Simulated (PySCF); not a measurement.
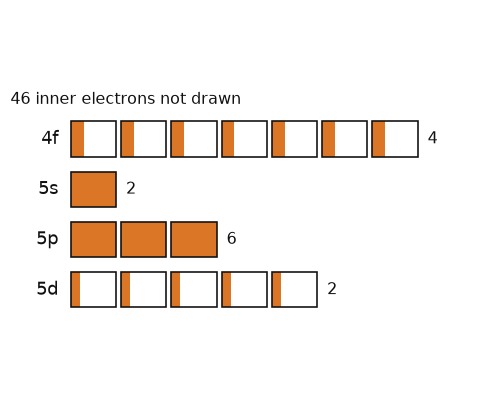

Figure 1. The outer shells of the nominal configuration: a box for each of the 2l + 1 orbitals, shaded by the share of the shell that is filled, with the electron count at the right.

Atomic calculation, with input and output: Nd

System: Nd, configuration 1s2 2s2 2p6 3s2 3p6 3d10 4s2 4p6 4d10 4f4 5s2 5p6 5d2, multiplicity 7.
Method: unrestricted LDA, ANO-RCC-VTZP, spin-free X2C-1e, Gaussian nucleus (PySCF).

### Log (extracts)
```
damping factor = 0
level_shift factor = 0
DIIS = <class 'pyscf.scf.diis.CDIIS'>
diis_start_cycle = 1
diis_space = 10
diis_damp = 0
SCF conv_tol = 1e-09
SCF conv_tol_grad = None
number electrons alpha = 33  beta = 27
XC functionals = LDA,VWN
    P. A. M. Dirac.,  Math. Proc. Cambridge Philos. Soc. 26, 376 (1930)
    F. Bloch.,  Z. Phys. 57, 545 (1929)
    S. H. Vosko, L. Wilk, and M. Nusair.,  Can. J. Phys. 58, 1200 (1980)
cycle= 1 E= -9615.08157184224  delta_E= -0.012  |g|= 0.217  |ddm|= 0.875
cycle= 2 E= -9615.06746265666  delta_E= 0.0141  |g|= 0.347  |ddm|= 0.886
cycle= 3 E= -9615.09163242939  delta_E= -0.0242  |g|= 0.0687  |ddm|= 0.305
cycle= 4 E= -9615.09250787522  delta_E= -0.000875  |g|= 0.029  |ddm|= 0.114
cycle= 5 E= -9615.09261192299  delta_E= -0.000104  |g|= 0.0143  |ddm|= 0.0474
cycle= 6 E= -9615.09266678707  delta_E= -5.49e-05  |g|= 0.00612  |ddm|= 0.0921
cycle= 7 E= -9615.0926786231  delta_E= -1.18e-05  |g|= 0.0012  |ddm|= 0.0332
cycle= 8 E= -9615.09267911163  delta_E= -4.89e-07  |g|= 0.000637  |ddm|= 0.00438
cycle= 9 E= -9615.09267925225  delta_E= -1.41e-07  |g|= 0.000259  |ddm|= 0.00237
cycle= 10 E= -9615.09267927736  delta_E= -2.51e-08  |g|= 7.47e-06  |ddm|= 0.00144
cycle= 11 E= -9615.09267927736  delta_E= -1.82e-12  |g|= 4.94e-06  |ddm|= 4.24e-05
converged SCF energy = -9615.09267927736  <S^2> = 12.000728  2S+1 = 7.0002079
```

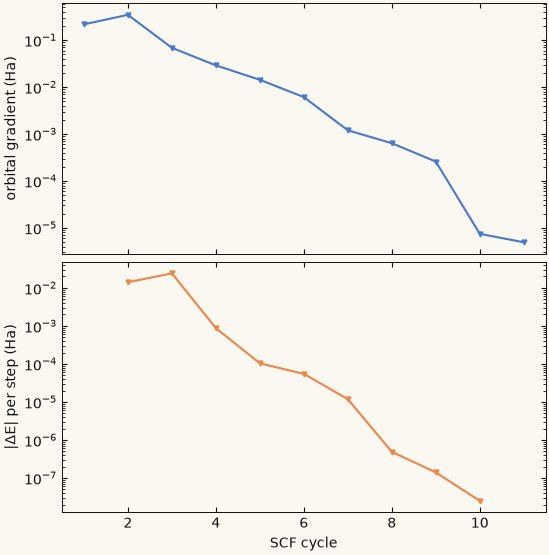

Figure 2. Convergence: orbital gradient and change of the energy from step to step (the smallest changes aren't drawn) against the SCF cycle. The residual falls almost steadily, with no more than small rises or pauses. It goes from 0.22 to 4.9×10⁻⁶ in 11 steps.

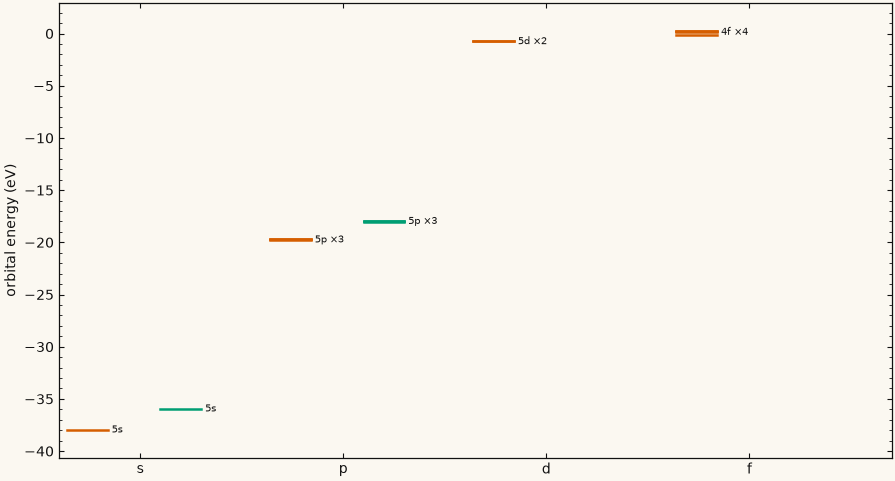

Figure 3. Orbital energies of the mean field, from the top down to −38.0 eV, by angular momentum, α spin at the left of each column and β at the right; ×n counts the orbitals under one label. Empty levels that the record names by l alone aren't drawn. The highest filled orbital is 4f α at 0.234 eV, the lowest empty one s α at −2.69 eV. A filled level above zero isn't a property of the atom (see the remarks).

### Input
```python
from pyscf import gto, scf, dft, mp, cc
import basis_set_exchange as bse
mol = gto.M(atom="Nd 0 0 0", charge=0, spin=6, symmetry="D2h",
            basis=gto.basis.parse(bse.get_basis("ANO-RCC-VTZP", elements=["Nd"], fmt="nwchem")),
            nucmod="G")
mf = dft.UKS(mol, xc="LDA,VWN").sfx2c1e()
mf.irrep_nelec = {'Ag': (10, 9), 'B1g': (3, 2), 'B2g': (2, 2), 'B3g': (2, 2), 'Au': (1, 0), 'B1u': (4, 4), 'B2u': (6, 4), 'B3u': (5, 4)}
mf.kernel()
```

The script is an equivalent of what the driver set up; the driver started from orbitals of its own, so the log can be shorter than this script's would be, and it computed the properties (radii, ⟨L²⟩, response) afterwards. It held the occupations shell by shell, which the script's counts by irreducible representation don't always enforce.

### Results in brief

```tsv
quantity	value
outcome	converged; a filled orbital lies above zero
total energy	−9615.0927 hartree
⟨S²⟩	12.001
⟨L²⟩	45.94
SCF iterations	11
hardware	1 CPU thread, shared host
CPU time	8.7 s (integrals apart)
```

### Remarks

The highest filled orbital (4f, 0.234 eV) lies above zero. Either the basis lacks functions of the right size for that shell or the functional's self-interaction leaves it unbound, so its level and radius depend on the basis and aren't properties of the atom. The driver held the occupations shell by shell, and empty s, p and d levels lie below the filled 4f. The script shown fixes the counts by irreducible representation only, so by itself it can fall to another configuration. This is not the ground configuration of the species. ⟨L²⟩ departs from that of the intended term, so the determinant mixes terms.
